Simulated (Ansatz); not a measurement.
Input file:

```
crystal:
  periodic: [false, false, false]
  atoms:
    - { symbol: C, position_ang: [0.1246, -2.9559, 0.7066] }
    - { symbol: Si, position_ang: [0.6796, -1.3017, 0.0359] }
    - { symbol: O, position_ang: [-0.2303, 0.0078, 0.5692] }
    - { symbol: C, position_ang: [0.2799, 1.343, 0.2115] }
    - { symbol: Si, position_ang: [-0.6124, 2.0995, -1.3295] }
    - { symbol: S, position_ang: [-0.1777, 2.4691, 1.6223] }
    - { symbol: H, position_ang: [0.7007, -3.7421, 0.3169] }
    - { symbol: H, position_ang: [0.1672, -2.9205, 1.7809] }
    - { symbol: H, position_ang: [-0.9606, -3.0723, 0.4496] }
    - { symbol: H, position_ang: [2.1028, -1.0868, 0.4376] }
    - { symbol: H, position_ang: [0.6116, -1.2943, -1.4222] }
    - { symbol: H, position_ang: [1.3132, 1.3981, 0.1012] }
    - { symbol: H, position_ang: [-0.1415, 3.5028, -1.5902] }
    - { symbol: H, position_ang: [-0.3512, 1.2999, -2.5034] }
    - { symbol: H, position_ang: [-2.0953, 2.1645, -1.1495] }
    - { symbol: H, position_ang: [-1.4335, 2.0663, 1.8073] }
basis:
  gaussian: { orbitals: "6-31G*" }
hamiltonian:
  xc: pbe
relax:
  f_tol: 0.015
  max_steps: 40
output:
  orbitals: {}
```

Run with:

```sh
ansatz run input.yaml --threads 2 --pin off --max-ram 3072MiB --backend cpu --events-out ev --progress --plain --runs-dir out
```

The fields are those of the relaxed geometry.

Level of theory: RKS PBE/6-31G* in Ansatz.

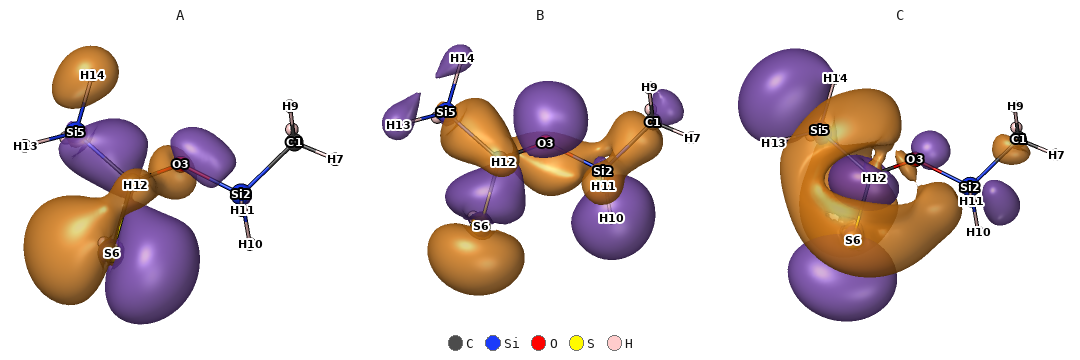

C$_{2}$H$_{10}$OSSi$_{2}$. Three frontier orbitals at ±0.06 Å⁻³ᐟ² (orange and purple are the two phases), in no order.

### Order the three orbitals by energy and name them.

B is the HOMO−1 (−6.50 eV). By Hirshfeld shares it lies mainly on O3 (about 45 %), S6 (about 20 %), C4 (about 10 %), Si2 (about 10 %) and H10 (about 10 %). A is the HOMO (−5.75 eV). By Hirshfeld shares it lies mainly on S6 (about 75 %) and C4 (about 5 %); largely a lone pair of S6. C is the LUMO (−0.72 eV). Its weight (Hirshfeld) is mainly on S6 (about 40 %), Si5 (about 20 %), C4 (about 15 %) and H16 (about 10 %).

### What is the HOMO–LUMO gap?

5.03 eV between the orbital energies.
